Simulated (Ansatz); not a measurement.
Three curves of one kind of scan: energy against volume (even scaling of the relaxed cell, symmetry kept). The numbers are results of r2SCAN (plane waves to 500 eV, PAW, scalar-relativistic; Ansatz, an electronic-structure program), not measurements. Each is measured from its own zero (the relaxed starting cell). 

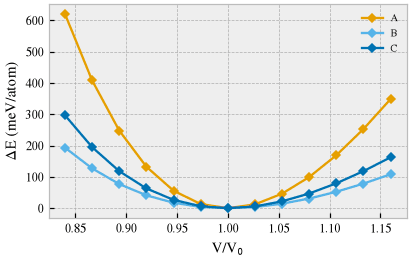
Fig. 1. Curves A, B and C.

```json
[
 {"V/V₀": "0.840", "ΔE (meV/atom)": "297"},
 {"V/V₀": "0.893", "ΔE (meV/atom)": "118"},
 {"V/V₀": "0.947", "ΔE (meV/atom)": "27"},
 {"V/V₀": "1.000", "ΔE (meV/atom)": "0"},
 {"V/V₀": "1.053", "ΔE (meV/atom)": "22"},
 {"V/V₀": "1.107", "ΔE (meV/atom)": "79"},
 {"V/V₀": "1.160", "ΔE (meV/atom)": "162"}
]
```

Question: Which curve does this table belong to?

Answer: Curve C, which is TaSiAs (space group P4/nmm). The others: A is Re (hcp, Mg type); B is ZnO (wurtzite).

All were relaxed with their symmetry unable to fall. Re is run without spin polarisation. Spin-orbit coupling is left out. TaSiAs is run without spin polarisation.

(Under strain, the slope of the energy per volume gives the stress and its curvature an elastic modulus.)
